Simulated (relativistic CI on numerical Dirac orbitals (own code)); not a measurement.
## Run report: Te⁵⁺, relativistic CI calculation

System: Te⁵⁺.
Method: Dirac-Coulomb-Breit CI, KLI orbitals optimised for each configuration, model QED (radiative potential, 1s self-energy scaled to tabulated hydrogen-like ionisation energies), valence Slater integrals scaled by 0.85, P86 correlation energy added to each configuration (relativistic CI on numerical Dirac orbitals, in-house).

Input file:
```
atom Te  Z=52  charge=5  electrons=47
nucleus A=130  rms_radius_fm=4.7423
hamiltonian dirac-coulomb  breit=on  qed=on  c_scale=1
orbitals kli  potential=per-configuration
slater_scale 0.85
correlation p86
mixing on
configurations
  [Kr] 4d10 5s
  [Kr] 4d10 5p
  [Kr] 4d10 5d
  [Kr] 4d10 5f
  [Kr] 4d10 5g
  [Kr] 4d10 4f
  [Kr] 4d10 6s
  [Kr] 4d9 5s2
  [Kr] 4d10 6p
  [Kr] 4d9 4f 5s
  [Kr] 4d10 6d
  [Kr] 4d10 7s
  [Kr] 4d9 5s 5p
  [Kr] 4d10 7p
  [Kr] 4d10 6f
  [Kr] 4d10 7d
  [Kr] 4d10 8s
  [Kr] 4d10 9s
  [Kr] 4d9 5s 6s
  [Kr] 4d9 5s 5d
  [Kr] 4d9 5s 6p
  [Kr] 4d9 5s 6d
end
```

Hardware: 1 thread of Intel Xeon (Sapphire Rapids), 64 GiB of memory available, shared host.

Launched within a batch (the task file carries these settings):
```bash
python <driver script> task.json out
```

The program writes its results to a structured record and prints no log; tables and figures of this report are taken from that record.

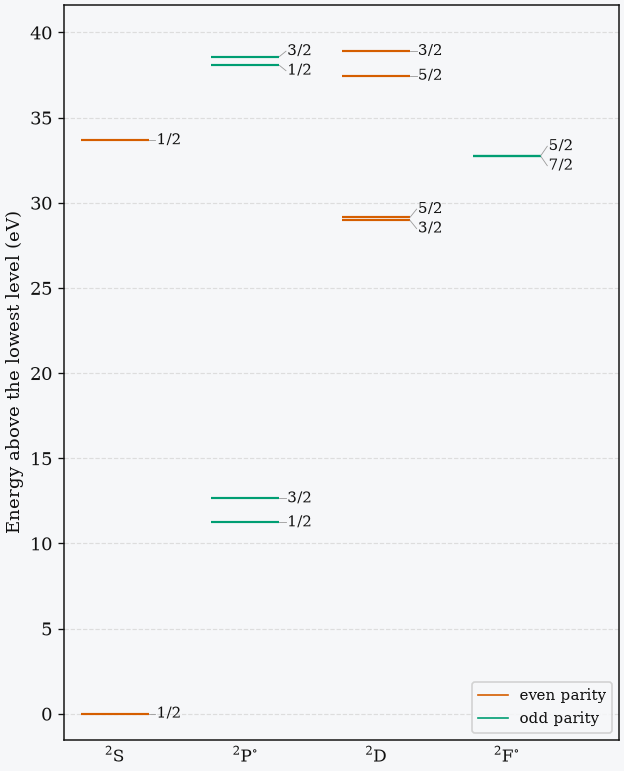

Figure 1. Level diagram of Te VI (Te⁵⁺). The lowest level is 4d¹⁰ 5s ²S₁/₂. The first excited level, 4d¹⁰ 5p ²P°₁/₂, lies at 11.2 eV. It is also the lowest level of opposite parity. The levels are well described in LS and in jj coupling alike (mean leading weight 100 % in LS and 100 % in jj).

| Configuration | Level | E (eV) | LS purity (%) |
| --- | --- | --- | --- |
| 4d¹⁰ 5s | ²S₁/₂ | 0 | 100 |
| 4d¹⁰ 5p | ²P°₁/₂ | 11.23 | 100 |
| 4d¹⁰ 5p | ²P°₃/₂ | 12.64 | 100 |
| 4d¹⁰ 5d | ²D₃/₂ | 28.96 | 100 |
| 4d¹⁰ 5d | ²D₅/₂ | 29.15 | 100 |
| 4d¹⁰ 4f | ²F°₇/₂ | 32.73 | 100 |
| 4d¹⁰ 4f | ²F°₅/₂ | 32.76 | 100 |
| 4d¹⁰ 6s | ²S₁/₂ | 33.67 | 100 |
| 4d⁹ 5s² | ²D₅/₂ | 37.45 | 100 |
| 4d¹⁰ 6p | ²P°₁/₂ | 38.06 | 100 |
| 4d¹⁰ 6p | ²P°₃/₂ | 38.59 | 100 |
| 4d⁹ 5s² | ²D₃/₂ | 38.90 | 100 |

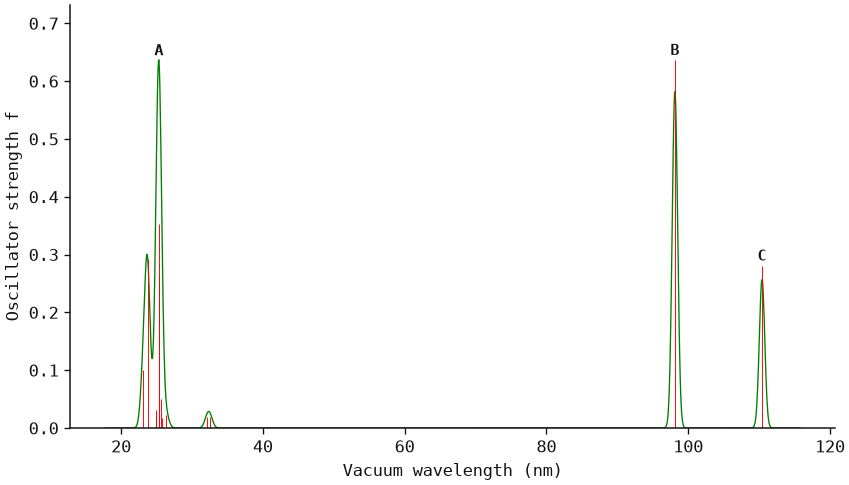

Figure 2. Absorption lines from the lowest level (oscillator strengths f) for Te⁵⁺. The envelope is a Gaussian of full width 0.9 nm, scaled to the tallest stick. A: 4d⁹ 5s 5p ²P°₃/₂ ← 4d¹⁰ 5s ²S₁/₂, 25.33 nm, f = 0.35; B: 4d¹⁰ 5p ²P°₃/₂ ← 4d¹⁰ 5s ²S₁/₂, 98.12 nm, f = 0.64; C: 4d¹⁰ 5p ²P°₁/₂ ← 4d¹⁰ 5s ²S₁/₂, 110.4 nm, f = 0.28. The strongest, B, lies in the extreme ultraviolet region.

Key numbers:

```tsv
quantity	value
outcome	converged
lowest level	4d¹⁰ 5s ²S₁/₂
first excited level	4d¹⁰ 5p ²P°₁/₂, 90,569 cm⁻¹
ionisation energy	69.654 eV
levels computed	188
SCF iterations	209
wall time	1.6 s
```

Notes:

Caveats: configurations can be misplaced by up to about 7 % of their energy; only a limited list of configurations is included, so lower levels can be missing; only lines among the lowest 92 of 188 levels are drawn, so those from 4d⁹ 5s 4f are incomplete.
